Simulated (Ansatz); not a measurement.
BHSBrCl: several calculations on one system

**1. Relaxation**

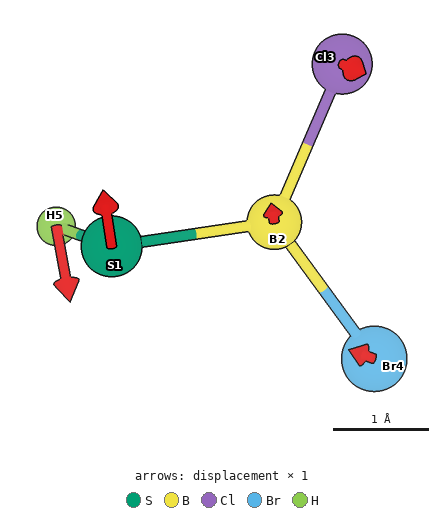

A relaxation of BHSBrCl. The starting structure is drawn; red arrows show the displacements, at their true length. The two geometries are superimposed by the best rigid fit.

The picture is a ball-and-stick view, seen at a tilt.

The run prepares an end point of a later path (torsion) calculation, from a guessed geometry.

All numbers below come from Ansatz, RKS B3LYP-D4/def2-SVP. Set-up: no spin polarisation; force threshold 0.015 eV/Å; at most 40 steps.

Question: What happened in the run?

Answer: Over 11 geometry steps the energy falls by 63.5 kJ/mol. The largest force component goes from 1 to 0.0041 eV/Å. The atom that moves furthest after the best rigid fit is H5 (0.89 Å). Largest moves by element: H 0.89 Å, S 0.75 Å, Cl 0.43 Å, Br 0.32 Å, B 0.24 Å. Some distances before and after: S1–H5 1.415 → 1.353 Å, B2–Cl3 1.812 → 1.758 Å, S1–B2 1.834 → 1.796 Å, B2–Br4 1.947 → 1.926 Å. Bond angles that change, for instance: B2–S1–H5 93.9° → 97.0°. Groups turn about S1–B2 by about 85°. The run took 45 s on 1 thread of Arm Neoverse V2, with other jobs on the host, peak memory 0.18 GiB.

**2. Relaxation**

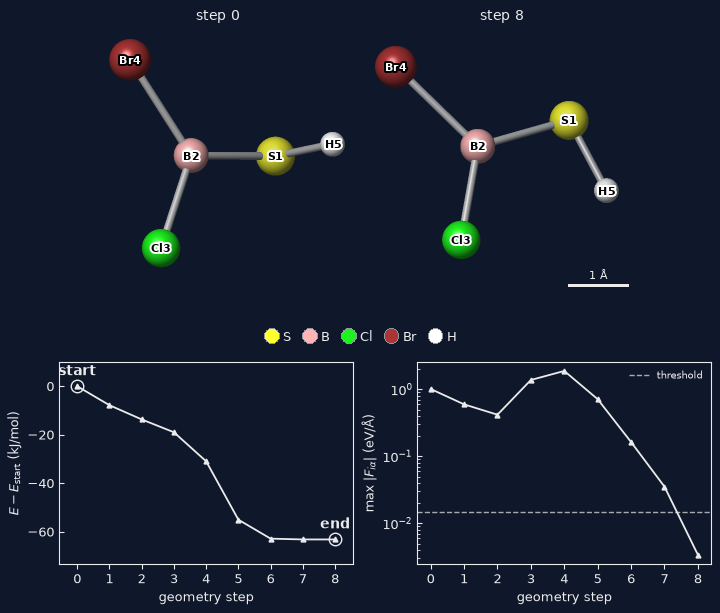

First and last geometry of a relaxation of BHSBrCl, with the history of the run. A ball-and-stick model, seen at a tilt.

The run prepares an end point of a later path (torsion) calculation, from a guessed geometry.

Level of theory: RKS B3LYP-D4/def2-SVP in Ansatz 0.2.0. Settings: no spin polarisation; force threshold 0.015 eV/Å; at most 40 steps.

Read the history and describe the run.

Answer. It converged. The energy falls by 63.2 kJ/mol in 8 geometry steps. Largest force component: 1 eV/Å at the start, 0.0034 eV/Å at the end. H5 moves most after the best rigid fit: 0.88 Å. By element the largest moves are H 0.88 Å, S 0.77 Å, Br 0.40 Å, Cl 0.31 Å, B 0.19 Å. Near-neighbour distances that change, for instance: S1–H5 1.415 → 1.354 Å, B2–Cl3 1.812 → 1.759 Å, S1–B2 1.834 → 1.795 Å, B2–Br4 1.947 → 1.923 Å. Bond angles that change, for instance: S1–B2–Br4 122.3° → 117.2°, S1–B2–Cl3 118.8° → 122.9°, B2–S1–H5 93.9° → 96.8°. Groups turn about S1–B2 by about 85°.

**3. Path**

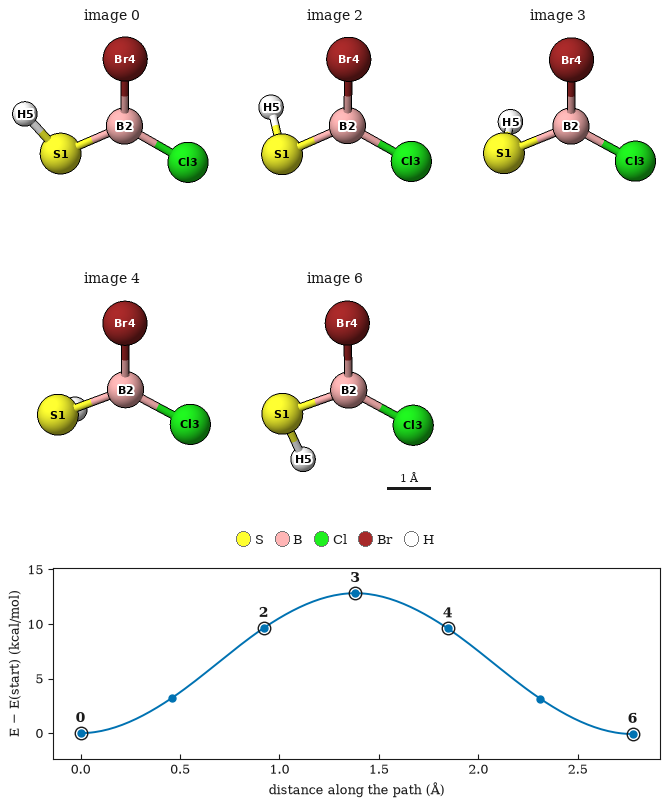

NEB run on BHSBrCl. Images are numbered from 0 (start) to 6 (end). Style: ball-and-stick. Shown at a tilt.

Method: RKS B3LYP-D4/def2-SVP (Ansatz).

Input
```yaml
crystal:
  periodic: [false, false, false]
  atoms:
    - { symbol: S, position_ang: [0.341637, 1.348629, 0.328444] }
    - { symbol: B, position_ang: [0.141512, -0.42991, 0.177567] }
    - { symbol: Cl, position_ang: [1.013378, -1.447038, 1.315301] }
    - { symbol: Br, position_ang: [-0.976365, -1.239417, -1.166122] }
    - { symbol: H, position_ang: [-0.470361, 1.694037, -0.696691] }
basis:
  gaussian: { orbitals: def2-SVP }
hamiltonian:
  xc: b3lyp
  dispersion: d4
neb:
  order_check: false
  images: 5
  f_tol: 0.03
  max_iterations: 57
  initial_path: idpp
  final_atoms:
    - { symbol: S, position_ang: [-0.32309621, 1.28780105, -0.49275107] }
    - { symbol: B, position_ang: [-0.07246191, -0.44287354, -0.08735335] }
    - { symbol: Cl, position_ang: [0.96499343, -0.97451135, 1.22988364] }
    - { symbol: Br, position_ang: [-0.99716277, -1.73996692, -1.16522773] }
    - { symbol: H, position_ang: [0.47752845, 1.79585176, 0.4739475] }
```

Run as
```bash
ansatz run input.yaml --threads 1 --pin off --max-ram 2048MiB --backend cpu --events-out ev --progress --plain --runs-dir out
```

> Read off the barrier and say what moves.

The barrier is about 12.8 kcal/mol in both directions, with image 3 at the top; the ends have nearly the same energy. The motion is a rotation about the S1–B2 bond by about 180°. No bond forms or breaks between the ends. Bond angles that change up to the highest image, for instance: B2–S1–H5 97.0° → 92.0°, S1–B2–Cl3 117.6° → 121.1°. The band is converged.

The run took 2.5 min on 1 thread of Arm Neoverse V2 (shared host), peak memory 0.18 GiB.
